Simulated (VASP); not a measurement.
Band structure of KWO3 (space group Pm-3m). Calculation: PBEsol GGA, VASP's PBE PAW potentials (set 64) (plane waves; VASP).

Unless said otherwise, spin-orbit coupling is left out, though it shifts the bands of the heavy elements here.

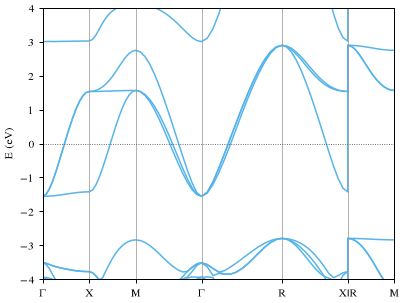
Fig. 1. Bands along high-symmetry lines, zero at the valence-band maximum or, without a gap, the Fermi level

Question: Read the plot: is there a gap, and where are the band edges?

Answer: It has no gap at this level: it comes out as a metal or semimetal. (Edges off the drawn lines would not show.)

The structure comes from a computed database's KWO3 entry (Pm-3m); how it stands against other phases isn't given here. It was relaxed first, which changed the volume by -7 %. The electron count is odd and the run is not spin-polarised, which forces a metal.
